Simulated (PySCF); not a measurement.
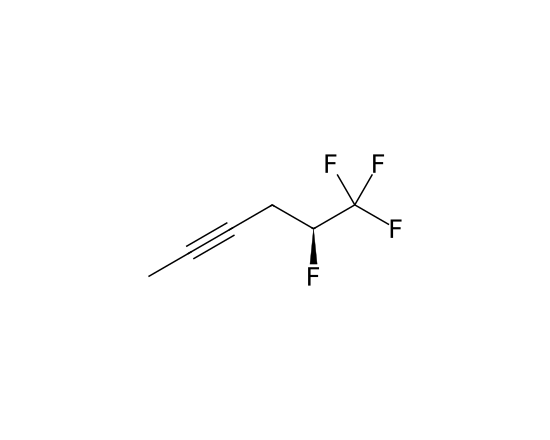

Question: Give its SMILES.

Answer: CC#CC[C@H](F)C(F)(F)F

Question: What is the molecular formula?

Answer: C6H6F4.

Question: An optimisation with GFN2-xTB gave a structure of which point group?

Answer: C1.

The parts below concern this one geometry. Atoms keep their numbers from picture to picture. The geometry was computed by an optimisation with GFN2-xTB. No frequency run is at hand to confirm it as a minimum.

### Geometry

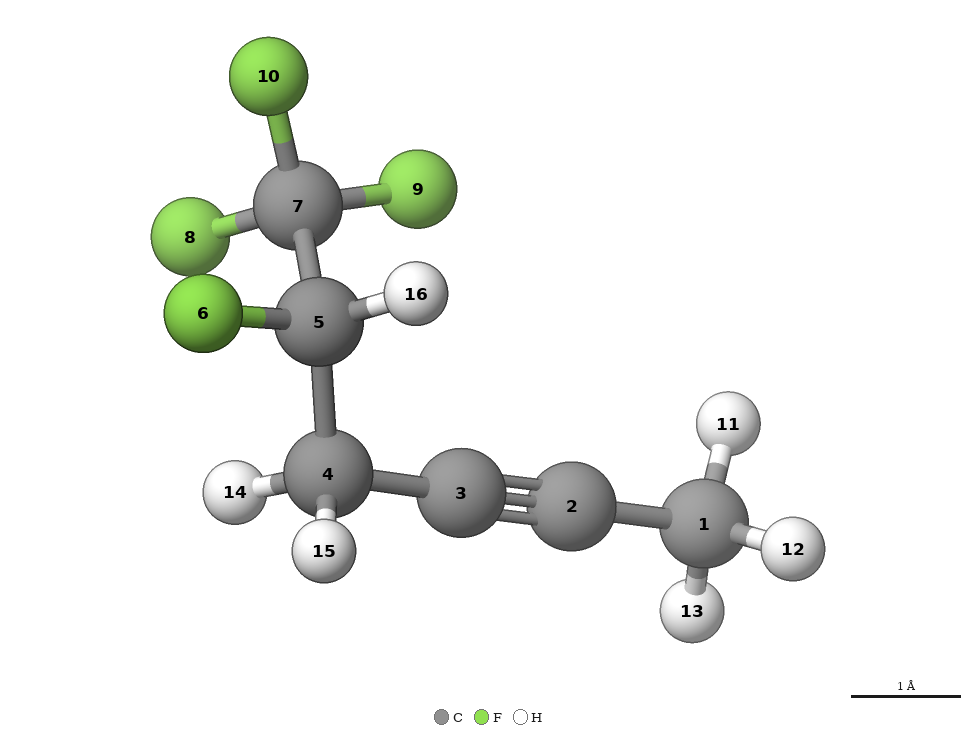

No frequency run is at hand to confirm it as a minimum.

Question: What is the geometry at C3?

Answer: C3 has 2 neighbours (C2 at 1.20, C4 at 1.45 Å); the arrangement is linear.

Question: How are the neighbours of atom 1 arranged?

Answer: C1 has 4 neighbours (C2 at 1.44, H11 at 1.09, H12 at 1.09, H13 at 1.09 Å); the arrangement is tetrahedral.

Question: How are the neighbours of atom 5 arranged?

Answer: C5 has 4 neighbours (C4 at 1.53, F6 at 1.37, C7 at 1.54, H16 at 1.10 Å); the arrangement is tetrahedral.

Question: What is the geometry at C2?

Answer: C2 has 2 neighbours (C1 at 1.44, C3 at 1.20 Å); the arrangement is linear.

Question: What is the dihedral angle C3–C4–C5–F6?

Answer: 171° in size, that is anti.

### Polarisability

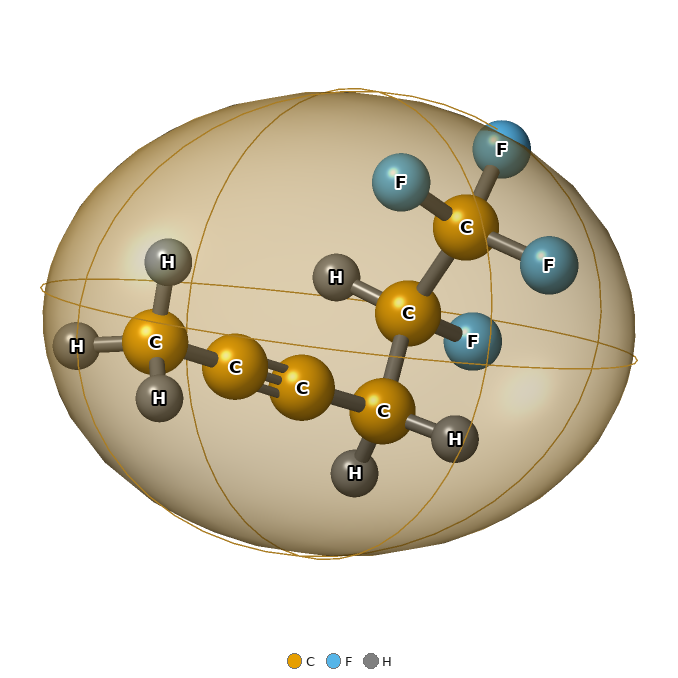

The ellipsoid shows the static dipole polarisability: its half-axes are proportional to the principal values. No frequency run is at hand to confirm it as a minimum. Computed with PBE0/def2-SVPD (PySCF 2.14.0).

Question: Give the principal values, the mean and the anisotropy.

Answer: Principal values 59.4, 64.6, 99.1 bohr³; mean 74.4 bohr³ (11.02 Å³); anisotropy 37.4 bohr³, so the longest axis is 1.67 times the shortest.

### NMR shielding

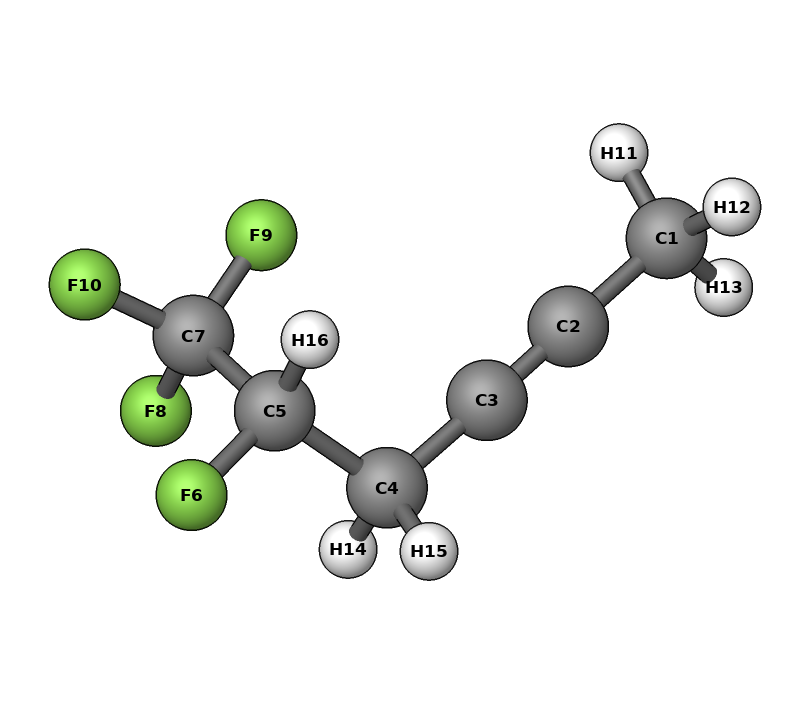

No frequency run is at hand to confirm it as a minimum. Properties computed with GIAO PBE0/pcSseg-1 NMR shielding, non-relativistic, gas phase (PySCF 2.14.0). Principal shieldings σ11 ≤ σ22 ≤ σ33, span Ω = σ33 − σ11, skew κ = 3(σiso − σ22)/Ω.

Give the shielding tensors of the C atoms.

| atom | σ11 | σ22 | σ33 | σiso | Ω | κ |
| --- | --- | --- | --- | --- | --- | --- |
| C1 | 174.9 | 175.1 | 197.5 | 182.5 | 22.6 | 0.98 |
| C2 | 10.7 | 16.2 | 267.4 | 98.1 | 256.7 | 0.96 |
| C3 | 27.1 | 28.7 | 275.5 | 110.5 | 248.4 | 0.99 |
| C4 | 144.4 | 165.6 | 181.3 | 163.7 | 36.8 | −0.15 |
| C5 | 68.5 | 83.5 | 130.7 | 94.2 | 62.2 | 0.52 |
| C7 | 51.2 | 51.7 | 60.3 | 54.4 | 9.1 | 0.89 |

Shieldings and span in ppm.

### Charges

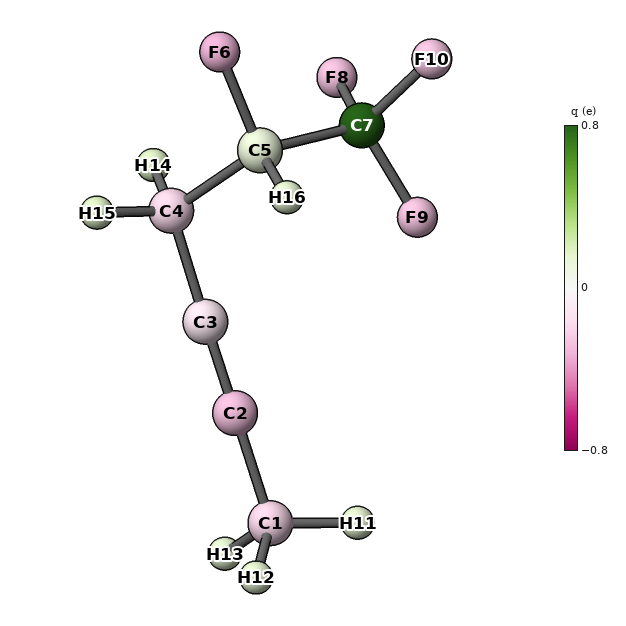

Atoms are coloured by their Mulliken charges. No frequency run is at hand to confirm it as a minimum. Properties computed with PBE0/pcSseg-1, gas phase (PySCF 2.14.0).

Give the Mulliken charges atom by atom.

```
atom  value (e)
  C1      −0.18
  C2      −0.27
  C3      −0.10
  C4      −0.18
  C5       0.11
  F6      −0.32
  C7       0.80
  F8      −0.26
  F9      −0.26
 F10      −0.26
 H11       0.15
 H12       0.15
 H13       0.15
 H14       0.17
 H15       0.17
 H16       0.14
```

Mulliken values depend strongly on the basis set and can even reverse the polarity of a bond.
